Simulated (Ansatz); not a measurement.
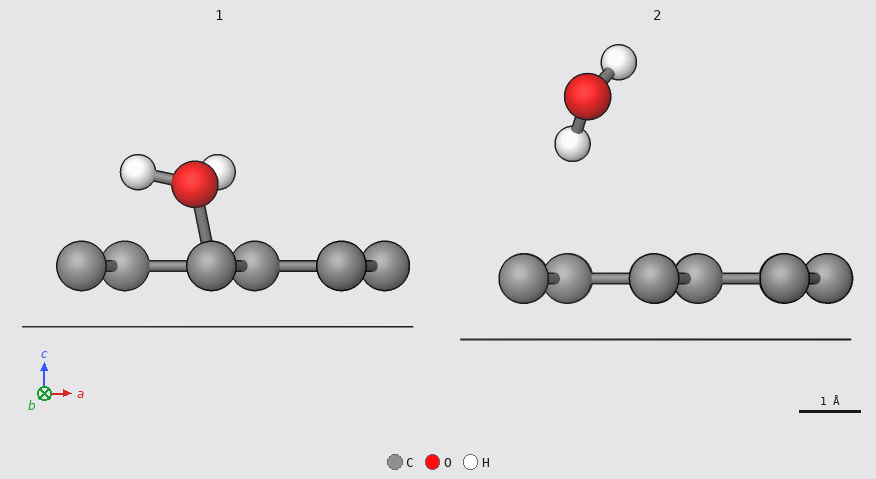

Two geometries of a slab of composition H2C18O, drawn at one scale. One is the start of a relaxation, the other its converged end. Style: ball-and-stick. Shown: the cell of the calculation, outlined in the plane, without the vacuum (origin shifted), along the b axis.

These are results of Ansatz, DFT LDA, scalar-relativistic, plane waves, PAW, not measurements. Settings: plane-wave cutoff 420 eV; k-point mesh 2 × 2 × 1; occupations gaussian; smearing width 0.02 eV; no spin polarisation; atoms relaxed in a fixed cell; force threshold 0.03 eV/Å; at most 60 steps.

**Which one is relaxed?**

Structure 2 is the relaxed one. It is H2O on graphene monolayer, set down by a guess. The run prepares an end point of a later path (dissociation) calculation, from a guessed geometry. The atom that moves furthest relative to the layer's centre is an H atom (2.04 Å at 28° to the normal (+c side)). By element the largest moves are H 2.04 Å, O 1.69 Å, C 0.24 Å. The cell stays as it was. Near-neighbour distances that change, for instance: C–O 1.440 → 3.342 Å, C–O 1.837 → 3.503 Å, C–O 1.824 → 3.171 Å, H–O 0.959 → 0.975 Å. Bonds break: C–O (1.44 → 3.34 Å). After 40 accepted moves (50 points after the start) the energy has fallen by 6.837 eV per cell of the calculation. The largest force component goes from 12 to 0.016 eV/Å. The line search rejected the trial steps at points 8, 12, 14, 20, 22, 29, 30, 35 and more of the run. The forces were under the threshold at step 31, but the run went on from there. The run took 10 min on 1 thread of Intel(R) Xeon(R) Processor @ 2.50GHz (Skylake/Cascade Lake), with other jobs on the host, peak memory 0.58 GiB.

Limits of the set-up: the periodic images lie only 7.4 Å apart, so the values are limited by the cell's size.
